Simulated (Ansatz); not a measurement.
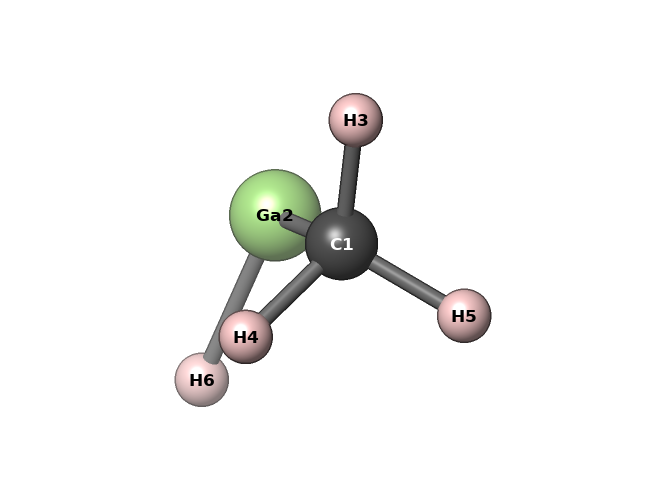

Source: calculation with Ansatz.

Ga2 lies behind C1. The molecule seen a little off the C1–Ga2 bond, C1 in front. Distant atoms are faded towards the background colour. The species is neutral and a spin doublet. Geometry: moved along internal coordinates away from the minimum.

What is the torsion angle H3–C1–Ga2–H6? The sign is positive where the front bond must turn clockwise to cover the back bond.

Answer. −164°, antiperiplanar (anti).
